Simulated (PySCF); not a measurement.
**C2H6B3ClO2: density, localisation and related maps**

Input file:

```
{"job": {"kind": "uv", "xc": "B3LYP", "basis": "def2-SVPD", "nstates": 8, "ntriplets": 3}, "charge": 0, "multiplicity": 1}
B      2.221734    -0.330596    -0.374307
C      0.778409     0.005833     0.171076
C     -0.231286    -1.149225     0.024948
O     -1.485870    -0.870641     0.615933
B     -2.034965     0.348140     0.525341
B     -1.073659     1.491691    -0.274597
Cl    -1.510484     2.991223    -1.042804
O      0.241615     1.216426    -0.371733
H      2.700266    -1.348740    -0.069664
H      2.786455     0.439469    -1.038843
H      0.895924     0.175443     1.258530
H     -0.388548    -1.358870    -1.040007
H      0.164206    -2.045343     0.510140
H     -3.064474     0.434717     1.083822
```

Command:

```sh
OMP_NUM_THREADS=1 python probes_run.py task.json out
```

Geometry: GFN2-xTB.

Method: PySCF, B3LYP/def2-SVPD, SCF density, gas phase.

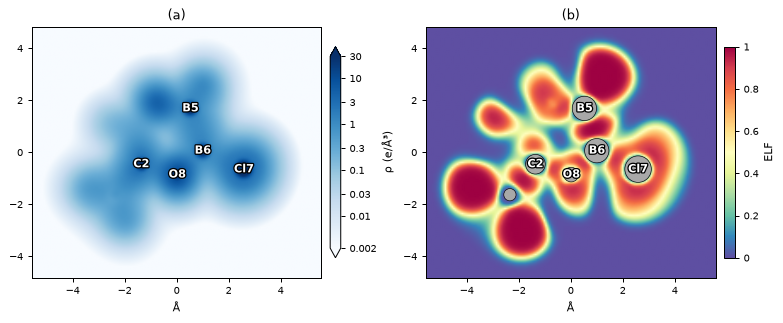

Figure 1. (a) electron density; (b) electron localisation function on the plane of atoms B5, B6 and O8. Grey discs cover the atomic cores in the ELF map.

**Describe what can be read from this map.**

Atoms in the plane: C, B, Cl and O. B–O (1.35 Å): ρ is about 2.2 e/Å³ halfway; the ELF peaks at about 0.90 between the atoms (a polar covalent bond). C–O (1.43 Å): the density is about 2 e/Å³ at the midpoint, with its minimum of 1.6 e/Å³ about 0.5 Å from C; the ELF peaks at about 0.90 between the atoms (a shared but strongly polarised pair). B–B (1.69 Å): ρ is about 1.1 e/Å³ halfway; the ELF peaks at about 1 between the atoms; a covalent bond. B–Cl (1.74 Å): ρ is about 1.4 e/Å³ halfway; the ELF peaks at about 0.90 between the atoms (a polar covalent bond). The ELF also peaks beside Cl7, O8 and O4, away from the bonds: lone-pair regions.

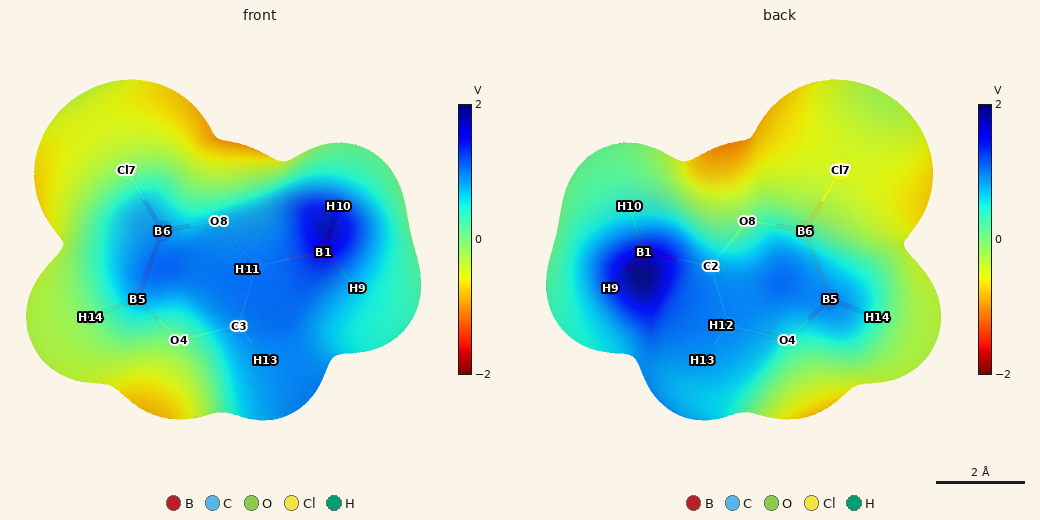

Figure 2. The electrostatic potential painted on the density surface at 0.001 e/bohr³, seen from the front and from behind; the colour scale runs from red (negative) to blue (positive).

**Where is the surface potential most negative and most positive?**

The most negative region (about −1.0 V) lies over O8, the most positive (about +1.9 V) over B1. O8 is the likeliest acceptor of a hydrogen bond.

**What dipole moment does the calculation give?**

Its dipole moment is 3.24 D.

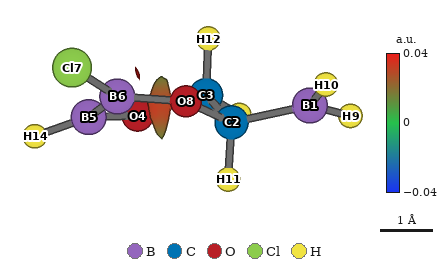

Figure 3. Non-covalent interaction (NCI) plot: the surface where the reduced density gradient is 0.5, for densities under 0.05 a.u., coloured by sign(λ₂)ρ; seen from one side.

**Identify the weak interactions.**

Inside the ring or cage of C2, C3, O4, B5, B6 and O8: steric crowding (red).
